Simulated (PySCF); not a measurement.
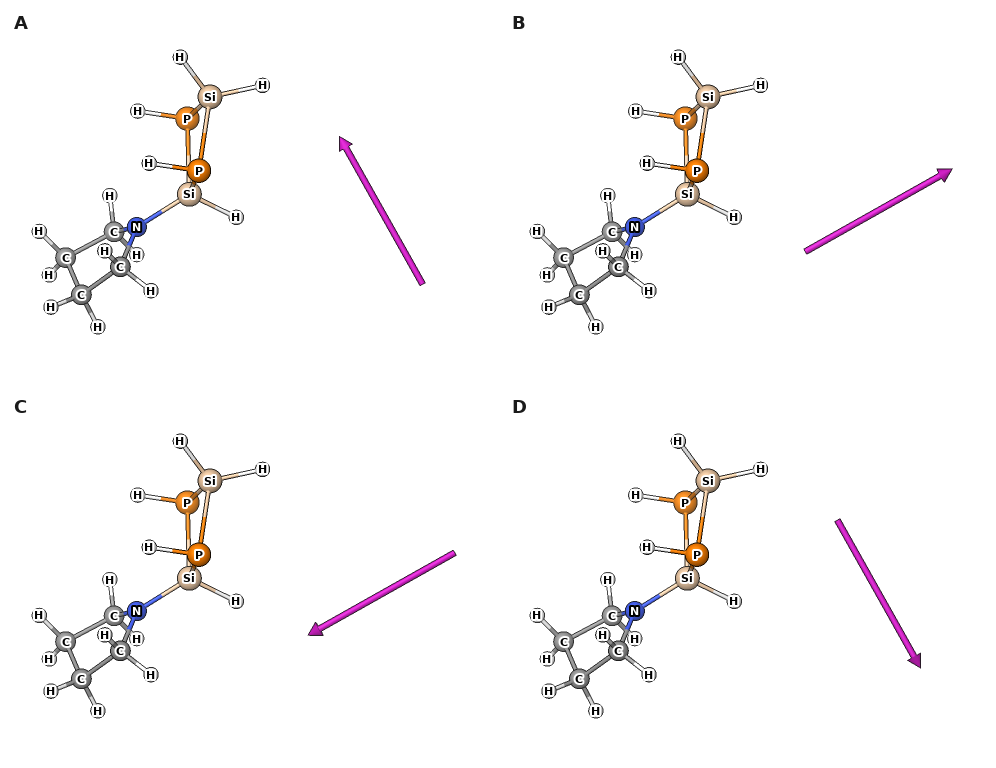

The same molecule four times, each with an arrow. The geometry was computed by an optimisation with GFN2-xTB. No frequency run is at hand to confirm it as a minimum. Level of theory: PBE0/pcSseg-1, gas phase (PySCF 2.14.0).

### Which arrow points along the dipole moment, from the negative to the positive end?

C. The dipole moment is 2.88 D.

The geometry is semi-empirical. Around P, Si such bond lengths and angles can be off by a tenth of an ångström or more and by several degrees, and values that hang on the shape move with them.
